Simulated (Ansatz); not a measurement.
# BSi2H (singlet): correlated methods under varied settings at a displaced geometry (v1)

Aim: run BSi2H (singlet) at one geometry under a spread of methods and options, and see what each costs and gives.

The runs use Ansatz 0.2.0, Gaussian basis; the settings change from run to run.

15 further runs of the same task are left out: 6 that didn't finish, 9 set aside as unsound or not needed.

## Step 1: The system

The geometry is a PBE0/def2-TZVP stationary point (not a proven minimum) with its atoms shifted at random (size 0.040 Å).

4 atoms, charge 0, spin multiplicity 1.

Atoms are counted from 1 here; the program's logs count them from 0.

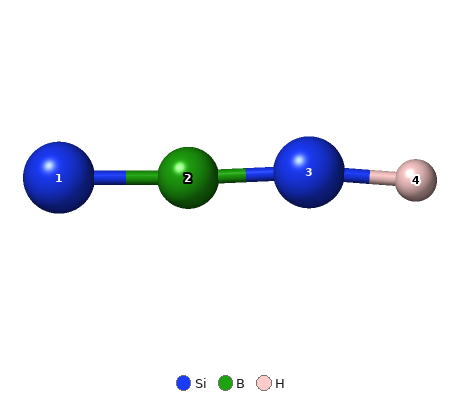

The geometry (silicon blue, boron green, hydrogen pink); atoms are numbered from 1 in the order of the file.

## Step 2: HF/cc-pVDZ

Input file in.yaml:

```yaml
crystal:
  periodic: [false, false, false]
  atoms:
    - {symbol: Si, position_ang: [0.002337, -0.001845, -2.600379]}
    - {symbol: B, position_ang: [0.001504, -0.017987, -0.775032]}
    - {symbol: Si, position_ang: [0.049468, 0.041323, 0.933955]}
    - {symbol: H, position_ang: [-0.053309, -0.021491, 2.441457]}
basis:
  gaussian: {orbitals: cc-pVDZ}
magnetization: {spin_polarized: false}
hamiltonian: {xc: hf}
output: {orbitals: {seedname: orbitals}}
```

Run with:

```bash
$ ansatz run in.yaml --threads 1 --pin off --events-out ev --progress --plain --max-ram 2393MiB
```

Output:

```text
Functional definition: HF
  name "HF"
  cite "Fock, Z. Phys. 61, 126 (1930) doi:10.1007/BF01340294"
  parent pbe
  exchange = exact_x
  correlation = 0
545 factors; integrals over basis functions are off by at most 1.2e-3 eV
mean field evaluation 1: about -16404.1536 eV, gradient 2.2e1 eV
mean field evaluation 2: about -16404.2205 eV, gradient 2.2e1 eV
mean field evaluation 4: about -16406.2831 eV, gradient 3.6e0 eV
mean field evaluation 8: about -16406.3873 eV, gradient 4.7e-1 eV
mean field evaluation 16: about -16405.4603 eV, gradient 7.6e0 eV
mean field evaluation 32: about -16405.4604 eV, gradient 7.6e0 eV
mean field evaluation 64: about -16405.4704 eV, gradient 7.5e0 eV
mean field evaluation 96: about -16406.2634 eV, gradient 3.7e0 eV
mean field -16406.38935594 eV, -602.9236881808 hartree, gradient 2.8e-5 eV, S^2 0.000000; 2 other end points of the search recorded, 0 dependent functions left out
reference -16406.38935594 eV, -602.9236881808 hartree; 17, 17 occupied and 38, 38 virtual orbitals, 545 factors
Total energy: -16406.38935594 eV, -602.9236881808 hartree
```

It took 0.72 s on 1 thread of Arm Neoverse V2, shared host.

## Step 3: CISD/6-31G

in.yaml: that of step 2 with these lines changed.

```diff
@@ -8,5 +8,4 @@
 basis:
-  gaussian: {orbitals: cc-pVDZ}
-magnetization: {spin_polarized: false}
-hamiltonian: {xc: hf}
-output: {orbitals: {seedname: orbitals}}
+  gaussian: {orbitals: 6-31G}
+hamiltonian: {pseudopotentials: {relativity: scalar}}
+correlation: {active_space: {ras: {orbitals: [6, 0, 20], electrons: 12, max_holes: 2, max_particles: 2}, fixed_orbitals: true}}
```

Same command.

Output:

```text
Functional definition: HF
  name "HF"
  cite "Fock, Z. Phys. 61, 126 (1930) doi:10.1007/BF01340294"
  parent pbe
  exchange = exact_x
  correlation = 0
444 factors; integrals over basis functions are off by at most 1.5e-4 eV
mean field evaluation 1: about -16432.5545 eV, gradient 1.8e1 eV
mean field evaluation 2: about -16432.5598 eV, gradient 1.8e1 eV
mean field evaluation 4: about -16434.1108 eV, gradient 3.1e0 eV
mean field evaluation 8: about -16434.1990 eV, gradient 9.9e-2 eV
mean field evaluation 16: about -16434.1937 eV, gradient 3.5e-1 eV
mean field -16434.19915876 eV, -603.9456795840 hartree, gradient 1.5e-6 eV, S^2 0.000000; 2 other end points of the search recorded, 0 dependent functions left out
reference -16434.19915876 eV, -603.9456795840 hartree; 17, 17 occupied and 20, 20 virtual orbitals, 444 factors
state -16438.88587775 eV, -604.1179133304 hartree
Total energy: -16438.88587775 eV, -604.1179133304 hartree
Relativity: scalar
```

Wall time 0.6 s (1 thread of Arm Neoverse V2, shared host).

From the report: 20,341 determinants.

## Step 4: NEVPT4(SD)(6,4)/STO-3G

Input file in.yaml:

```yaml
crystal:
  periodic: [false, false, false]
  atoms:
    - {symbol: Si, position_ang: [0.002337, -0.001845, -2.600379]}
    - {symbol: B, position_ang: [0.001504, -0.017987, -0.775032]}
    - {symbol: Si, position_ang: [0.049468, 0.041323, 0.933955]}
    - {symbol: H, position_ang: [-0.053309, -0.021491, 2.441457]}
basis:
  gaussian: {orbitals: STO-3G}
correlation: {method: fic_nevpt4_sd, electrons: valence, active_space: {window: {electrons: 6, orbitals: 4}}}
```

Same command.

Output:

```text
Functional definition: HF
  name "HF"
  cite "Fock, Z. Phys. 61, 126 (1930) doi:10.1007/BF01340294"
  parent pbe
  exchange = exact_x
  correlation = 0
265 factors; integrals over basis functions are off by at most 3.2e-5 eV
mean field evaluation 1: about -16212.5215 eV, gradient 1.7e1 eV
mean field evaluation 2: about -16212.5285 eV, gradient 1.7e1 eV
mean field evaluation 4: about -16213.9203 eV, gradient 3.8e0 eV
mean field evaluation 8: about -16214.0347 eV, gradient 1.5e-2 eV
mean field evaluation 16: about -16214.0314 eV, gradient 2.0e-1 eV
mean field evaluation 32: about -16209.1404 eV, gradient 1.0e1 eV
mean field -16214.03417485 eV, -595.8547656588 hartree, gradient 8.3e-6 eV, S^2 0.000000; 6 other end points of the search recorded, 0 dependent functions left out; unrestricted orbitals would lower it
reference -16214.03417485 eV, -595.8547656588 hartree; 17, 17 occupied and 7, 7 virtual orbitals, 265 factors
state -16215.00815206 eV, -595.8905586608 hartree
state -16215.00815206 eV, -595.8905586608 hartree; corrected -16219.69428828 eV, -596.0627709906 hartree
Total energy: -16219.69428828 eV, -596.0627709906 hartree
```

It took 0.78 s on 1 thread of Arm Neoverse V2, shared host.

From the report: 16 determinants; active occupations 2.00, 2.00, 1.83, 0.18.

## Step 5: CISD/6-31++G**

in.yaml: that of step 4 with these lines changed.

```diff
@@ -8,3 +8,4 @@
 basis:
-  gaussian: {orbitals: STO-3G}
-correlation: {method: fic_nevpt4_sd, electrons: valence, active_space: {window: {electrons: 6, orbitals: 4}}}
+  gaussian: {orbitals: "6-31++G**"}
+correlation: {active_space: {ras: {orbitals: [6, 0, 54], electrons: 12, max_holes: 2, max_particles: 2}, fixed_orbitals: true}}
+scf: {lower_state_search: full}
```

Same command.

Output:

```text
Functional definition: HF
  name "HF"
  cite "Fock, Z. Phys. 61, 126 (1930) doi:10.1007/BF01340294"
  parent pbe
  exchange = exact_x
  correlation = 0
604 factors; integrals over basis functions are off by at most 1.5e-3 eV
mean field evaluation 1: about -16402.4805 eV, gradient 2.8e1 eV
mean field evaluation 2: about -16402.5379 eV, gradient 2.7e1 eV
mean field evaluation 4: about -16405.4326 eV, gradient 3.9e0 eV
mean field evaluation 8: about -16405.5486 eV, gradient 4.9e-1 eV
mean field evaluation 16: about -16389.7308 eV, gradient 2.6e1 eV
mean field evaluation 32: about -16405.5461 eV, gradient 3.4e-1 eV
mean field -16405.55105669 eV, -602.8928812514 hartree, gradient 8.3e-6 eV, S^2 0.000000; 7 other end points of the search recorded, 0 dependent functions left out
reference -16405.55105669 eV, -602.8928812514 hartree; 17, 17 occupied and 54, 54 virtual orbitals, 604 factors
state -16412.29727660 eV, -603.1408002604 hartree
Total energy: -16412.29727660 eV, -603.1408002604 hartree
```

Run time: 4.6 s. Hardware: 1 thread of Arm Neoverse V2, shared host.

From the report: 148,555 determinants.

## Step 6: CCSD on UHF/6-31G

in.yaml: that of step 5 with these lines changed.

```diff
@@ -8,4 +8,4 @@
 basis:
-  gaussian: {orbitals: "6-31++G**"}
-correlation: {active_space: {ras: {orbitals: [6, 0, 54], electrons: 12, max_holes: 2, max_particles: 2}, fixed_orbitals: true}}
-scf: {lower_state_search: full}
+  gaussian: {orbitals: 6-31G}
+magnetization: {spin_polarized: true, initial_magnetization: 0}
+correlation: {method: ccsd, electrons: outside_noble_gas}
```

Launched as before.

Output, shortened:

```text
Functional definition: HF
  name "HF"
  cite "Fock, Z. Phys. 61, 126 (1930) doi:10.1007/BF01340294"
  parent pbe
[...]
438 factors; integrals over basis functions are off by at most 1.5e-4 eV
[...]
mean field -16404.96010580 eV, -602.8711642067 hartree, gradient 2.0e-6 eV, S^2 1.172288; 18 other end points of the search recorded, 0 dependent functions left out
determinant -16404.96010580 eV, -602.8711642067 hartree, with singles and doubles -16409.60229688 eV, -603.0417615823 hartree
determinant -16403.75245506 eV, -602.8267838605 hartree, with singles and doubles -16407.84526003 eV, -602.9771916691 hartree
determinant -16402.34973695 eV, -602.7752349209 hartree, with singles and doubles -16407.59600228 eV, -602.9680316157 hartree
determinant -16402.30433148 eV, -602.7735663006 hartree, with singles and doubles -16407.56622863 eV, -602.9669374542 hartree
determinant -16404.35963286 eV, -602.8490972334 hartree, with singles and doubles -16409.63905880 eV, -603.0431125579 hartree
determinant -16404.96010580 eV, -602.8711642067 hartree, with singles and doubles -16409.62385416 eV, -603.0425537980 hartree
determinant -16404.35963286 eV, -602.8490972334 hartree, with singles and doubles -16409.63870497 eV, -603.0430995549 hartree
11 core orbitals not correlated: weight in the atoms' cores, before any rotation towards them, 1.000 or more for the frozen orbitals, at most 0.000 for the correlated occupied ones
reference -16404.96010580 eV, -602.8711642067 hartree; 6, 6 occupied and 20, 20 virtual orbitals, 438 factors
second order -3.38641320 eV of doubles, -0.00000000 eV of singles
cycle   1  -4.66374806 eV  change    3.1e-7 eV  update   3.5e-6
WARN: the results are in doubt because among natural orbitals full CI differs from the method by -0.097 eV
Total energy: -16409.62385385 eV, -603.0425537865 hartree
In doubt: among natural orbitals full CI differs from the method by -0.097 eV
```

Run time: 6.5 s. Hardware: 1 thread of Arm Neoverse V2, shared host.

From the report: ⟨S²⟩ of the determinant 1.172 (pure singlet: 0.00); correlation -4.6637 eV; T1 0.104; largest double amplitude 0.14. The determinant is far from a pure spin state, so its energy mixes those of several spin states (harmless only where they are near-degenerate, as at dissociation). Mind the lines of doubt at the end of the log.

## Step 7: CISD/cc-pVDZ

in.yaml: that of step 6 with these lines changed.

```diff
@@ -8,4 +8,4 @@
 basis:
-  gaussian: {orbitals: 6-31G}
-magnetization: {spin_polarized: true, initial_magnetization: 0}
-correlation: {method: ccsd, electrons: outside_noble_gas}
+  gaussian: {orbitals: cc-pVDZ}
+correlation: {active_space: {ras: {orbitals: [6, 0, 38], electrons: 12, max_holes: 2, max_particles: 2}, fixed_orbitals: true}}
+accuracy: high
```

Same command.

Output:

```text
Functional definition: HF
  name "HF"
  cite "Fock, Z. Phys. 61, 126 (1930) doi:10.1007/BF01340294"
  parent pbe
  exchange = exact_x
  correlation = 0
1094 factors; integrals over basis functions are off by at most 3.7e-9 eV
mean field evaluation 1: about -16404.1633 eV, gradient 2.2e1 eV
mean field evaluation 2: about -16404.2172 eV, gradient 2.2e1 eV
mean field evaluation 4: about -16406.2833 eV, gradient 3.6e0 eV
mean field evaluation 8: about -16406.3874 eV, gradient 4.6e-1 eV
mean field evaluation 16: about -16406.3894 eV, gradient 2.9e-8 eV
mean field evaluation 32: about -16406.3205 eV, gradient 1.2e0 eV
mean field -16406.38938179 eV, -602.9236891307 hartree, gradient 3.3e-8 eV, S^2 0.000000; 4 other end points of the search recorded, 0 dependent functions left out
reference -16406.38938179 eV, -602.9236891307 hartree; 17, 17 occupied and 38, 38 virtual orbitals, 1094 factors
state -16413.35310158 eV, -603.1796011127 hartree
Total energy: -16413.35310158 eV, -603.1796011127 hartree
```

Wall time 2.6 s (1 thread of Arm Neoverse V2, shared host).

From the report: 73,531 determinants.

## Step 8: MP2 on RHF/cc-pVDZ

in.yaml: that of step 7 with these lines changed.

```diff
@@ -9,3 +9,4 @@
   gaussian: {orbitals: cc-pVDZ}
-correlation: {active_space: {ras: {orbitals: [6, 0, 38], electrons: 12, max_holes: 2, max_particles: 2}, fixed_orbitals: true}}
-accuracy: high
+magnetization: {spin_polarized: false}
+correlation: {method: mp2, electrons: valence}
+scf: {lower_state_search: light}
```

The command is unchanged.

Output, shortened:

```text
Functional definition: HF
  name "HF"
  cite "Fock, Z. Phys. 61, 126 (1930) doi:10.1007/BF01340294"
  parent pbe
[...]
545 factors; integrals over basis functions are off by at most 1.2e-3 eV
[...]
mean field -16406.38935594 eV, -602.9236881808 hartree, gradient 1.1e-6 eV, S^2 0.000000; 4 other end points of the search recorded, 0 dependent functions left out; unrestricted orbitals would lower it
[...]
11 core orbitals not correlated: weight in the atoms' cores, before any rotation towards them, 1.000 or more for the frozen orbitals, at most 0.000 for the correlated occupied ones
reference -16406.38935594 eV, -602.9236881808 hartree; 6, 6 occupied and 38, 38 virtual orbitals, 545 factors
second order -7.31589302 eV of doubles, -0.00000000 eV of singles
Total energy: -16413.70524896 eV, -603.1925422903 hartree
```

Wall time 0.69 s (1 thread of Arm Neoverse V2, shared host).

## Step 9: HF/cc-pVDZ

in.yaml: that of step 8 with these lines changed.

```diff
@@ -8,5 +8,5 @@
 basis:
-  gaussian: {orbitals: cc-pVDZ}
+  gaussian: {orbitals: cc-pVDZ, point_charges: [{charge: -0.50, position_ang: [2.573, -0.362, 0.019]}]}
 magnetization: {spin_polarized: false}
-correlation: {method: mp2, electrons: valence}
-scf: {lower_state_search: light}
+hamiltonian: {xc: hf}
+output: {orbitals: {seedname: orbitals}}
```

Same command.

Output:

```text
Functional definition: HF
  name "HF"
  cite "Fock, Z. Phys. 61, 126 (1930) doi:10.1007/BF01340294"
  parent pbe
  exchange = exact_x
  correlation = 0
545 factors; integrals over basis functions are off by at most 1.2e-3 eV
mean field evaluation 1: about -16404.0582 eV, gradient 2.1e1 eV
mean field evaluation 2: about -16404.1240 eV, gradient 2.1e1 eV
mean field evaluation 4: about -16406.1668 eV, gradient 3.9e0 eV
mean field evaluation 8: about -16406.3009 eV, gradient 5.4e-1 eV
mean field evaluation 16: about -16406.3154 eV, gradient 1.8e-5 eV
mean field evaluation 32: about -16402.4168 eV, gradient 2.3e1 eV
mean field evaluation 64: about -16406.1104 eV, gradient 1.1e0 eV
mean field evaluation 96: about -16392.8458 eV, gradient 3.1e1 eV
mean field evaluation 128: about -16406.3154 eV, gradient 5.0e-5 eV
mean field -16406.31543790 eV, -602.9209717428 hartree, gradient 2.8e-5 eV, S^2 0.000000; 2 other end points of the search recorded, 0 dependent functions left out
reference -16406.31543790 eV, -602.9209717428 hartree; 17, 17 occupied and 38, 38 virtual orbitals, 545 factors
Total energy: -16406.31543790 eV, -602.9209717428 hartree
```

Wall time 0.99 s (1 thread of Arm Neoverse V2, shared host).

## Step 10: MP2 on UHF/cc-pVDZ

Input file in.yaml:

```yaml
crystal:
  periodic: [false, false, false]
  atoms:
    - {symbol: Si, position_ang: [0.002337, -0.001845, -2.600379]}
    - {symbol: B, position_ang: [0.001504, -0.017987, -0.775032]}
    - {symbol: Si, position_ang: [0.049468, 0.041323, 0.933955]}
    - {symbol: H, position_ang: [-0.053309, -0.021491, 2.441457]}
basis:
  gaussian: {orbitals: cc-pVDZ}
magnetization: {spin_polarized: true, initial_magnetization: 0}
correlation: {method: mp2, electrons: outside_noble_gas}
```

Launched as before.

Output, shortened:

```text
Functional definition: HF
  name "HF"
  cite "Fock, Z. Phys. 61, 126 (1930) doi:10.1007/BF01340294"
  parent pbe
[...]
545 factors; integrals over basis functions are off by at most 1.2e-3 eV
[...]
mean field -16407.07153380 eV, -602.9487577545 hartree, gradient 2.4e-6 eV, S^2 1.235186; 16 other end points of the search recorded, 0 dependent functions left out
11 core orbitals not correlated: weight in the atoms' cores, before any rotation towards them, 1.000 or more for the frozen orbitals, at most 0.000 for the correlated occupied ones
reference -16407.07153380 eV, -602.9487577545 hartree; 6, 6 occupied and 38, 38 virtual orbitals, 545 factors
second order -5.80006762 eV of doubles, -0.00000000 eV of singles
Total energy: -16412.87160142 eV, -603.1619063083 hartree
```

Run time: 4.5 s. Hardware: 1 thread of Arm Neoverse V2, shared host.

From the report: ⟨S²⟩ of the determinant 1.235 (pure singlet: 0.00). The determinant is far from a pure spin state, so its energy mixes those of several spin states (harmless only where they are near-degenerate, as at dissociation).

## Step 11: The runs in one table

 † marks a result that the program doubts.

```tsv
level	correlated	functions	energy (eV)	time
HF/cc-pVDZ		55	-16406.3894	0.72 s
CISD/6-31G (relativity set)	outside noble gas	37	-16438.8859	0.6 s
NEVPT4(SD)(6,4)/STO-3G	valence	24	-16219.6943	0.78 s
CISD/6-31++G**	valence	71	-16412.2973	4.6 s
CCSD on UHF/6-31G †	outside noble gas	37	-16409.6239	6.5 s
CISD/cc-pVDZ	outside noble gas	55	-16413.3531	2.6 s
MP2 on RHF/cc-pVDZ	valence	55	-16413.7052	0.69 s
HF/cc-pVDZ (beside a point charge)		55	-16406.3154	0.99 s
MP2 on UHF/cc-pVDZ	outside noble gas	55	-16412.8716	4.5 s
```

## Step 12: What came out

| quantity | value |
| --- | --- |
| runs | 9 |
| quickest | CISD/6-31G (relativity set), 0.6 s |
| slowest | CCSD on UHF/6-31G †, 6.5 s |

**Reading.** Total energies in different bases, with other cores or another treatment of relativity can't be set against each other. CCSD on UHF/6-31G † took 11 times as long as CISD/6-31G (relativity set); the jobs differ in more than the method.
